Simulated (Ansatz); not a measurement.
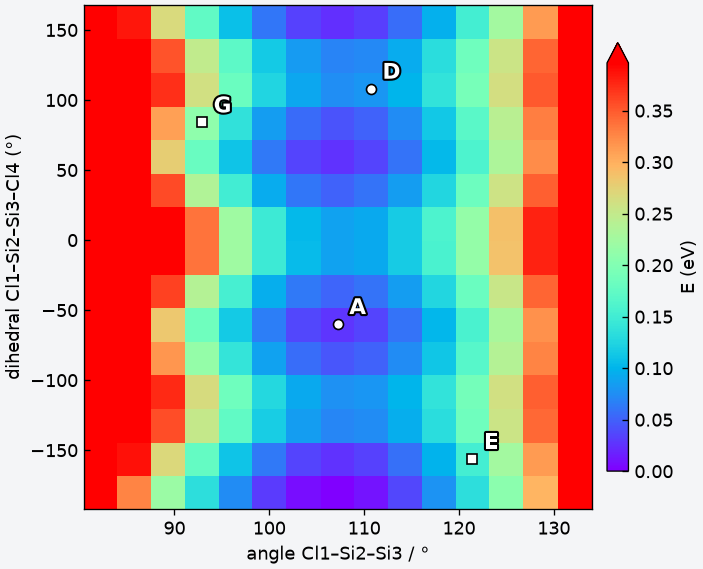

Cl₂H₄Si₂, SMILES Cl[SiH2][SiH2]Cl. The first coordinate is: angle Cl1–Si2–Si3; the second: dihedral Cl1–Si2–Si3–Cl4. Nothing is relaxed (all other coordinates rigid). The grid has 15 × 15 points. Energies are in eV, from the lowest grid point. Computed with RKS PBE-D4/def2-SVP (Ansatz).

Drawn: one coloured cell a grid point, one colour for all values above the top of the scale, lettered points.

### Rank the lettered points by energy, lowest first.

A (0.027 eV), D (0.079 eV), E (0.152 eV), G (0.209 eV).
